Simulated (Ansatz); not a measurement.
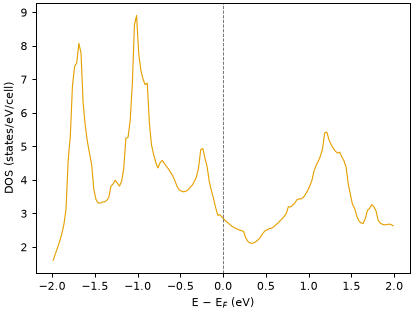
Figure. Density of states of Zr2N (P4_2/mnm) near the Fermi level, PBEsol, rigid bands in Ansatz (a first-principles code).

With 6 atoms a cell, what bare Sommerfeld coefficient γ = (π²/3) k_B² N(E_F) follows?

N(E_F) ≈ 2.9 states/eV a cell at 300 K, so γ ≈ 1.13 mJ/(mol of atoms·K²), before many-body enhancement (phonons, spin fluctuations, correlation).

How far does the Fermi level move in a rigid band for 0.1 electron a cell added or removed?

35 meV and -34 meV.

A metal at this level (no band gap); rigid bands, thermally averaged at 300 K, both spins. Spin-orbit coupling is left out. Geometry: cell and atoms relaxed with PBEsol.

Computed structure with no diffraction record at hand here (it may be known, metastable or hypothetical): Zr2N (P4_2/mnm).
